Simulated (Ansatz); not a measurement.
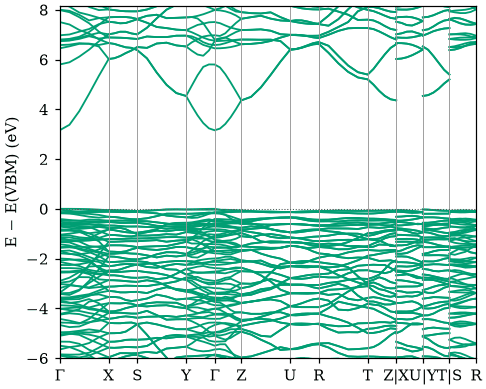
Figure: Band structure from plane-wave PAW r²SCAN (Ansatz code)

Read off the gap and where the band edges lie.

About 3.2 eV (3.16 eV by a search for the band edges); maximum on the Γ–X line, 10 % of the way from Γ, minimum at Γ.

Which compound is it?
A. Ga2O3, Pna2_1 (Pearson symbol oP40)
B. ZrTiO4, Pbcn (Zr on 4c, Ti on 4c, O on 8d, O on 8d)
C. MnO2, Pnma (Mn on 4c, O on 4c, O on 4c)
D. ZrO2, Pca2_1 (Zr on 4a, O on 4a, O on 4a)

A, Ga2O3, Pna2_1 (Pearson symbol oP40)

The start of the workflow was typed in or built on a structure type; neither database checked (COD, Materials Project) lists it. It is not the phase usual at ambient conditions (space group No. 12, 167). The cell was relaxed with r²SCAN under the symmetry of its start; whether a distortion lowers the energy is not shown. Spin–orbit coupling is left out wherever it is not named.

Potentials: the later of the program's two PAW sets.
